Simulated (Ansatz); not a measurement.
# Band gap of Ag3AuSe2 (I4_132) from density functionals to GW, part 2 of 2

What gap does each level of theory give for Ag3AuSe2 (I4_132), and in what time?

Ansatz 0.2.0; density functionals, hybrids and G0W0, plane waves, PAW. Known limits of the many-body steps: finite bands, screening cutoff and k mesh; no spin-orbit coupling in G0W0; d shells not analysed.

So far. Step 5 (HSE06+SOC on the 2×2×2 mesh): Over mesh and listed points the gap is 0.970 eV, direct, at k = Γ. HSE06+SOC against HSE06: 0.970 − 0.951 = +0.019 eV, with the same mesh, set of files (read in its fully relativistic form for the spin-orbit run) and cutoff, and both edges at the same k points.

In doubt: masses and optical values from hybrid runs of this build are listed as unsure (steps 7, 8), which bears on the screening that GW takes from such a start; one-shot GW on d or f shells is unsure (steps 6, 7, 8), so the values of those runs are not to be relied on.

## (7) G0W0@HSE06, 2×2×2 mesh, 1470 empty bands, screening to 120 eV, hard PAW files

This step: G0W0 on HSE06, plane waves, PAW.

Contents of input.yaml:

```yaml
crystal:
  lattice:
    - [-4.975, 4.975, 4.975]
    - [4.975, -4.975, 4.975]
    - [4.975, 4.975, -4.975]
  atoms:
    - { symbol: Ag, position: [0.25, 0.6207106707, 0.3707106707] }
    - { symbol: Ag, position: [0.6207106707, 0.75, 0.3707106707] }
    - { symbol: Ag, position: [0.75, 0.8792893293, 0.1292893293] }
    - { symbol: Ag, position: [0.8792893293, 0.25, 0.1292893293] }
    - { symbol: Ag, position: [0.3707106707, 0.25, 0.6207106707] }
    - { symbol: Ag, position: [0.3707106707, 0.6207106707, 0.75] }
    - { symbol: Ag, position: [0.1292893293, 0.75, 0.8792893293] }
    - { symbol: Ag, position: [0.1292893293, 0.8792893293, 0.25] }
    - { symbol: Ag, position: [0.25, 0.1292893293, 0.8792893293] }
    - { symbol: Ag, position: [0.6207106707, 0.3707106707, 0.25] }
    - { symbol: Ag, position: [0.75, 0.3707106707, 0.6207106707] }
    - { symbol: Ag, position: [0.8792893293, 0.1292893293, 0.75] }
    - { symbol: Se, position: [0.5378148057, 0.5378148057, 0.5378148057] }
    - { symbol: Se, position: [0.5378148057, 0.5, 0.0] }
    - { symbol: Se, position: [0.5, 0.0, 0.9621851943] }
    - { symbol: Se, position: [0.0, 0.5378148057, 0.5] }
    - { symbol: Se, position: [0.9621851943, 0.5, 0.0] }
    - { symbol: Se, position: [0.9621851943, 0.9621851943, 0.9621851943] }
    - { symbol: Se, position: [0.0, 0.9621851943, 0.5] }
    - { symbol: Se, position: [0.5, 0.0, 0.5378148057] }
    - { symbol: Au, position: [0.25, 0.25, 0.25] }
    - { symbol: Au, position: [0.25, 0.5, 0.0] }
    - { symbol: Au, position: [0.5, 0.0, 0.25] }
    - { symbol: Au, position: [0.0, 0.25, 0.5] }
kpoints:
  mp_grid: { grid: [2, 2, 2] }
hamiltonian:
  xc: hse06
  pseudopotentials: { kind: paw, source: ansatz }
scf:
  occupations: { method: fixed }
gw:
  n_empty_bands: 1470
  ecut_chi: 120.0
  qp_bands: [v4, c4]
  qp_kpoints: band_edges
  screening: { model: contour_deformation }
```

The run is started by

```console
ansatz run input.yaml --threads 16 --pin off --max-ram 82944MiB --backend cuda --events-out ev --progress --plain --runs-dir out --devices 1 --max-vram 78GiB
```

Numbers of over 12 decimals in the logs are rounded to 6 here.

Output:

```text
GPUs: using 1 of 1 available (devices: 1).
[...]
Crystal: 24 atoms, lattice volume = 492.537 Å³
Basis set: ecut = 617 eV, 17309 PW (Γ)
Bands: 260, of which v1, the nominal top of the filled ones, is band 216 counted from 1 (215 counted from 0)
Symmetry: 24 space group operations
[...]
k-points: 3 of 8
[...]
0   218     14.6651   -10.2723    -3.2402   -13.4387  0.8009    14.5914    14.5913  root
     0   219     14.6651   -10.2723    -3.2402   -13.4387  0.8009    14.5914    14.5913  root
     0   220     15.1497   -11.3241    -3.6593   -14.9372  0.7967    15.1035    15.1035  root
[...]
2   217     15.9923   -10.5289    -3.5270   -13.9933  0.7935    15.9298    15.9297  root
     2   218     15.9923   -10.5289    -3.5270   -13.9933  0.7935    15.9298    15.9297  root
     2   219     15.9923   -10.5289    -3.5270   -13.9933  0.7935    15.9298    15.9297  root
     2   220     16.6274   -11.7706    -3.6610   -15.3978  0.7854    16.5936    16.5935  root
```

It took 2.8 min on 1 × NVIDIA GB200 (shared by 2 runs) with 16 threads of Arm Neoverse V2, shared host; peak memory 6.4 GiB; 9.6 min of CPU time.

This step gave:

```yaml
bands_summed: 1686
rpa_eps_infinity_on_this_mesh_eigenvalues: 13.57, 13.57, 13.57
plane_waves_in_the_screening_matrix: 1481
g0w0_gap_over_the_corrected_points: 0.8662 eV
k_of_the_valence_top: 0, 0, 0
k_of_the_conduction_bottom: 0, 0, 0
starting_gap_on_the_mesh: 0.9549 eV
z_at_the_valence_top: 0.7716
z_at_the_conduction_bottom: 0.7944
least_direct_g0w0_gap_over_the_corrected_points: 0.8662 eV
```

Over all 3 irreducible mesh points the G0W0 gap is 0.866 eV, direct, at k = Γ. The HSE06 gap of this run on the mesh is 0.955 eV. The two states that bound the G0W0 gap lie that far apart at the start, so the correction of the gap is 0.866 − 0.955 = −0.089 eV. G0W0@HSE06 against G0W0@r2SCAN with 1686 bands (a further run, in the table below): 0.866 − 0.632 = +0.234 eV. The runs also differ in plane-wave cutoff (930 eV and 617 eV), so how much of this comes from the start alone is not known. The program's warnings for this run: metallic iterate.

## (8) G0W0@PBE0, 2×2×2 mesh, 1470 empty bands, screening to 120 eV, hard PAW files

This step: G0W0 on PBE0, plane waves, PAW.

input.yaml, as its differences from that of step 7:

```diff
@@ -33,3 +33,3 @@
 hamiltonian:
-  xc: hse06
+  xc: pbe0
   pseudopotentials: { kind: paw, source: ansatz }
```

Output:

```text
GPUs: using 1 of 1 available (devices: 1).
[...]
Crystal: 24 atoms, lattice volume = 492.537 Å³
Basis set: ecut = 617 eV, 17309 PW (Γ)
Bands: 260, of which v1, the nominal top of the filled ones, is band 216 counted from 1 (215 counted from 0)
Symmetry: 24 space group operations
[...]
k-points: 3 of 8
[...]
0   218     14.9700   -10.2428    -3.1785   -13.1140  0.8191    14.6637    14.6627  root
     0   219     14.9700   -10.2428    -3.1785   -13.1140  0.8191    14.6637    14.6627  root
     0   220     15.4740   -11.2596    -3.5990   -14.5694  0.8151    15.1858    15.1849  root
[...]
2   217     16.3153   -10.5028    -3.4513   -13.6541  0.8129    16.0162    16.0152  root
     2   218     16.3153   -10.5028    -3.4513   -13.6541  0.8129    16.0162    16.0152  root
     2   219     16.3153   -10.5028    -3.4513   -13.6541  0.8129    16.0162    16.0152  root
     2   220     16.9709   -11.7026    -3.5768   -14.9947  0.8064    16.6872    16.6862  root
```

Elapsed: 2.8 min, on 1 × NVIDIA GB200 (shared by 2 runs) with 16 threads; peak memory 6.4 GiB.

This step gave:

- bands summed: 1686
- RPA ε∞ on this mesh (eigenvalues): 10.31, 10.31, 10.31
- plane waves in the screening matrix: 1481
- G0W0 gap over the corrected points: 1.046 eV
- k of the valence top: 0, 0, 0
- k of the conduction bottom: 0, 0, 0
- starting gap on the mesh: 1.613 eV
- Z at the valence top: 0.7914
- Z at the conduction bottom: 0.8131
- least direct G0W0 gap over the corrected points: 1.046 eV

Over all 3 irreducible mesh points the G0W0 gap is 1.046 eV, direct, at k = Γ. The PBE0 gap of this run on the mesh is 1.613 eV. The two states that bound the G0W0 gap lie that far apart at the start, so the correction of the gap is 1.046 − 1.613 = −0.567 eV. G0W0@PBE0 against G0W0@HSE06 with 1686 bands: 1.046 − 0.866 = +0.180 eV, with the same mesh, files and cutoffs, and both edges at the same k points. The program's warnings for this run: coarse exchange mesh; metallic iterate.

## (9) All levels together

Each gap is the least one over the points named; times are wall times on shared hosts, not benchmarks. A G0W0 time includes the run's own self-consistent start. Runs with listed points see these and the mesh alone, so an edge that moves elsewhere is missed. Rows marked * are further runs, not shown as steps, whose inputs differ from the G0W0 step on the same start in the columns given; solver thresholds can differ too.

```csv
level,mesh,"files, cutoff","bands summed, screening",points,gap (eV),valence top,conduction bottom,least direct gap (eV),time
r2SCAN,4×4×4,"soft_2 PAW, 500 eV",-,mesh and path,0.470,Γ,Γ,0.470,5.6 s
r2SCAN+SOC,4×4×4,"soft_2 PAW, 500 eV",-,mesh and listed points,0.492,Γ,Γ,0.492,7 s
HSE06,2×2×2,"soft_2 PAW, 420 eV",-,mesh and listed points,0.951,Γ,Γ,0.951,18 s
HSE06+SOC,2×2×2,"soft_2 PAW, 420 eV",-,mesh and listed points,0.970,Γ,Γ,0.970,74 s
G0W0@r2SCAN*,2×2×2,"hard PAW, 930 eV","1016, 80 eV",all 3 irreducible mesh points,0.605,Γ,Γ,0.605,16 s
G0W0@r2SCAN*,2×2×2,"hard PAW, 930 eV","1686, 120 eV",all 3 irreducible mesh points,0.632,Γ,Γ,0.632,30 s
G0W0@r2SCAN*,2×2×2,"hard PAW, 930 eV","3145, 190 eV",all 3 irreducible mesh points,0.630,Γ,Γ,0.630,67 s
G0W0@r2SCAN,2×2×2,"hard PAW, 930 eV","5456, 280 eV",all 3 irreducible mesh points,0.636,Γ,Γ,0.636,4.4 min
G0W0@r2SCAN*,4×4×4,"hard PAW, 930 eV","1016, 80 eV",all 8 irreducible mesh points,0.645,Γ,Γ,0.645,3 min
G0W0@HSE06,2×2×2,"hard PAW, 617 eV","1686, 120 eV",all 3 irreducible mesh points,0.866,Γ,Γ,0.866,2.8 min
G0W0@PBE0,2×2×2,"hard PAW, 617 eV","1686, 120 eV",all 3 irreducible mesh points,1.046,Γ,Γ,1.046,2.8 min
```

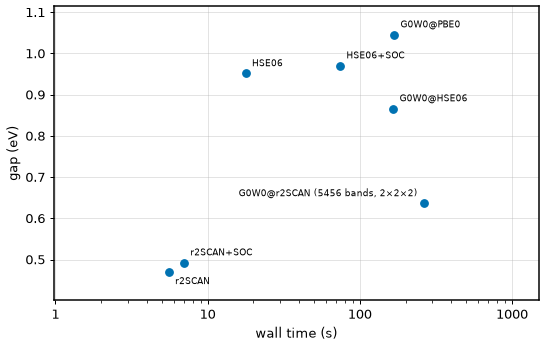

Gap against wall time for the runs shown as steps.

## (10) What came out

```json
{
  "r2SCAN, over mesh and path": "0.470 eV",
  "r2SCAN+SOC, over mesh and listed points": "0.492 eV",
  "HSE06, over mesh and listed points": "0.951 eV",
  "HSE06+SOC, over mesh and listed points": "0.970 eV",
  "G0W0@r2SCAN (5456 bands, 2×2×2), over all 3 irreducible mesh points": "0.636 eV",
  "G0W0@HSE06, over all 3 irreducible mesh points": "0.866 eV",
  "G0W0@PBE0, over all 3 irreducible mesh points": "1.046 eV",
  "known limits": "finite bands, screening cutoff and k mesh; no spin-orbit coupling in G0W0; d shells not analysed"
}
```

**Reading.** The rows run from 0.470 eV (r2SCAN) to 1.046 eV (G0W0@PBE0). They differ in mesh, files, plane-wave cutoff, bands and screening cutoff of G0W0 and the points over which the gap was sought as well as in level, so only pairs that share these are like for like. r2SCAN+SOC against r2SCAN: 0.492 − 0.470 = +0.022 eV, with the same mesh, set of files (read in its fully relativistic form for the spin-orbit run) and cutoff, and both edges at the same k points. The spin-orbit run sees mesh and listed points alone, so its gap is an upper bound: the coupling can move an edge off these points, the more so as this crystal has no centre of inversion, and the change over the zone, its sign included where it is small, is not known. HSE06+SOC against HSE06: 0.970 − 0.951 = +0.019 eV, with the same mesh, set of files (read in its fully relativistic form for the spin-orbit run) and cutoff, and both edges at the same k points. The spin-orbit run sees mesh and listed points alone, so its gap is an upper bound: the coupling can move an edge off these points, the more so as this crystal has no centre of inversion, and the change over the zone, its sign included where it is small, is not known. G0W0@PBE0 against G0W0@HSE06 with 1686 bands: 1.046 − 0.866 = +0.180 eV, with the same mesh, files and cutoffs, and both edges at the same k points. G0W0@r2SCAN (5456 bands, 2×2×2) moves the gap of its own start on the mesh by 0.636 − 0.461 = +0.175 eV, between the same two levels. Both edges that r2SCAN shows over mesh and path lie at k points where levels were corrected. Levels at other points were not corrected, so a lower G0W0 gap elsewhere in the zone is not ruled out. G0W0@HSE06 moves the gap of its own start on the mesh by 0.866 − 0.955 = −0.089 eV, between the same two levels. Both edges that HSE06 shows over mesh and listed points lie at k points where levels were corrected. Levels at other points were not corrected, so a lower G0W0 gap elsewhere in the zone is not ruled out. G0W0@PBE0 moves the gap of its own start on the mesh by 1.046 − 1.613 = −0.567 eV, between the same two levels. No PBE0 run over points off the mesh is shown, so for G0W0@PBE0 the gap over the whole zone is not known. What spin-orbit coupling does to the G0W0 levels was not computed, so no sum with the G0W0 gap is formed. For G0W0@r2SCAN: from 1016 bands and 80 eV to 5456 bands and 280 eV the gap moves by 0.636 − 0.605 = +0.031 eV (rung by rung 0.605, 0.632, 0.630, 0.636 eV); bands and screening cutoff rise together, so their parts are not told apart. The three highest rungs (0.632, 0.630, 0.636 eV) lie within 0.01 eV and show no trend, so no line is drawn. The other G0W0 rows are shown at one basis each (1686 bands), so their distance from the limit is not known here. With the 4×4×4 mesh in place of the 2×2×2 mesh and all else as in the G0W0@r2SCAN row with 1016 bands, the gap differs by 0.645 − 0.605 = +0.040 eV, and that of the start by 0.472 − 0.461 = +0.011 eV. For G0W0@r2SCAN (5456 bands, 2×2×2): the program's warnings for this run: metallic iterate. For G0W0@HSE06: the program's warnings for this run: metallic iterate. For G0W0@PBE0: the program's warnings for this run: coarse exchange mesh; metallic iterate. For the further run with 1016 bands on the 2×2×2 mesh, the program warns: metallic iterate. For the further run with 1686 bands on the 2×2×2 mesh, the program warns: metallic iterate. For the further run with 3145 bands on the 2×2×2 mesh, the program warns: metallic iterate. For the further run with 1016 bands on the 4×4×4 mesh, the program warns: metallic iterate. The G0W0 runs are scalar-relativistic. One-shot GW is known to converge slowly in bands for compounds with shallow d shells. The cell holds Ag and Au; the filling of the d shell and its place against the gap were not analysed here. G0W0 is shown with one set of atomic data (hard PAW), so the error from the files is not known here.

[Paths, hosts, dates, memory and timing lines, banners, echoed tables and standing remarks are left out of the program output.]

[Logs are printed without paths, hosts, clocks, repeated set-up lines and the standing remarks that a program may print on its own settings, such as how far it seeks lower states.]

[Runs of the session that timed out or met a known fault of the program may be left out.]

[Cells called generated may have been cut or substituted from an entry of the Crystallography Open Database or the Materials Project.]

[Hosts, paths, dates, database ids (printed as entryN), source tags and the programs' standing remarks are cut or masked in the printed files.]

[Where an RPA ε∞ is given, it is that of the G0W0 mesh and is not shown converged in it. Names of k-points follow the symmetry that the program found, which can be lower than the space group named. Band edges on a path are those of the sampled points; other points can move an edge, and change direct to indirect where valleys lie close.]

[Hybrid gaps are those of their k-mesh and are not shown converged in it.]
